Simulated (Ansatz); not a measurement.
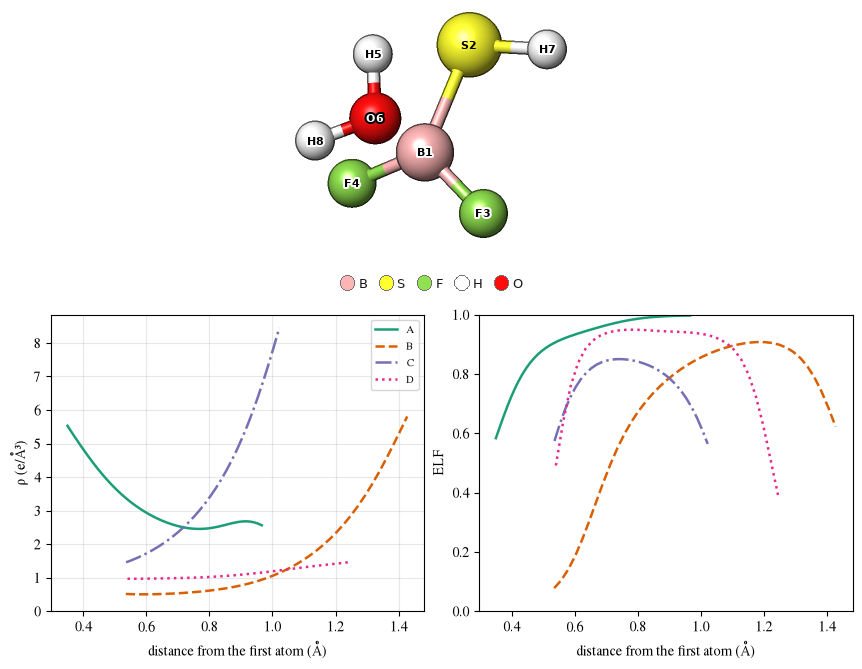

The picture shows: BF₂HS···H₂O. Electron density and electron localisation function along straight lines between neighbouring atoms. The curves leave out the atomic cores. The structure is drawn too.

The reactant side of a reaction path; geometry: PBE0-D4/def2-TZVP.

All numbers below come from Ansatz 0.2.0, RKS PBE0-D4/def2-TZVPP.

| atom | x (Å) | y (Å) | z (Å) |
| --- | --- | --- | --- |
| B | -0.3735 | 0.4442 | -0.3532 |
| S | 1.4327 | 0.6623 | -0.8259 |
| F | -1.1933 | -0.1376 | -1.2390 |
| F | -0.8873 | 1.4758 | 0.3573 |
| H | 0.6492 | -0.8231 | 1.1487 |
| O | -0.2925 | -0.7965 | 0.9260 |
| H | 1.4405 | -0.3425 | -1.7153 |
| H | -0.7757 | -0.4826 | 1.7014 |

Which curve belongs to which contact (B–F, B–O, B–S and O–H)? The first atom named is at distance zero.

Answer. Curve A: O–H (0.97 Å): the density is about 3.8 e/Å³ at the midpoint; the ELF climbs to about 1 towards the hydrogen, as it does in any bond to H; a covalent bond by its length. Curve B: B1···O6 (1.78 Å): the density falls to about 0.5 e/Å³ on the way; the ELF peaks at about 0.90 between the atoms. Curve C: B–F (1.34 Å): ρ at the midpoint is about 2.1 e/Å³; the ELF peaks at about 0.85 between the atoms; a polar covalent bond. Curve D: B–S (1.88 Å): the density is about 1.1 e/Å³ at the midpoint, with its minimum of 0.97 e/Å³ about 0.6 Å from B; the ELF peaks at about 0.95 between the atoms, as expected for a covalent bond.
